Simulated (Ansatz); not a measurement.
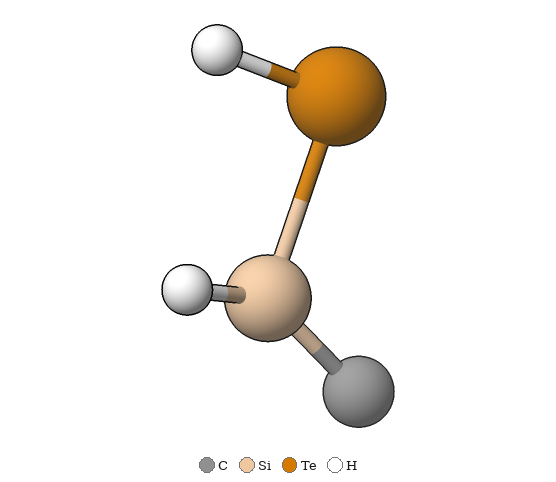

Starting geometry of the run.

Ansatz 0.2.0 input:

```yaml
crystal:
  periodic: [false, false, false]
  atoms:
    - {symbol: C, position_ang: [-1.602228, -0.387961, -0.068215]}
    - {symbol: Si, position_ang: [-0.081427, -0.189845, -0.674810]}
    - {symbol: Te, position_ang: [1.561254, 0.609081, 0.978003]}
    - {symbol: H, position_ang: [0.574263, 0.219441, -1.866009]}
    - {symbol: H, position_ang: [2.774685, 0.602774, -0.154221]}
basis:
  gaussian: {orbitals: def2-SVP}
hamiltonian: {xc: pbe, dispersion: d4}
relax: {f_tol: 0.03, max_steps: 250}
```

Command:

```sh
ansatz run in.yaml --threads 2 --pin off --events-out ev --progress --plain --max-ram 4352MiB
```

Result (its end):

```
790 factors; their error is unknown
mean field -16226.58766124 eV, -596.3160977745 hartree, gradient 6.8e-6 eV, S^2 0.000000; 1 other end points of the search recorded, 0 dependent functions left out
the calculation of the forces begins
reference -16226.58768885 eV, -596.3160987892 hartree; 23, 23 occupied and 45, 45 virtual orbitals, 790 factors
Total energy: -16226.73699489 eV, -596.3215856847 hartree
Atom 0 at    -0.546834    -0.577569     0.443407 Å, force    -0.004752     0.008424    -0.002506 eV/Å
Atom 1 at    -0.115914     0.092434    -1.142104 Å, force     0.004859    -0.006330     0.002426 eV/Å
Atom 2 at     1.275527     0.937027     0.785525 Å, force    -0.001694    -0.012109    -0.003258 eV/Å
Atom 3 at     0.027965     0.552683    -2.574654 Å, force     0.000689     0.001848     0.006136 eV/Å
Atom 4 at     2.585803    -0.151084     0.702574 Å, force     0.000898     0.008167    -0.002798 eV/Å
Dipole moment:     0.360725     0.330136    -0.378956 e Å
```
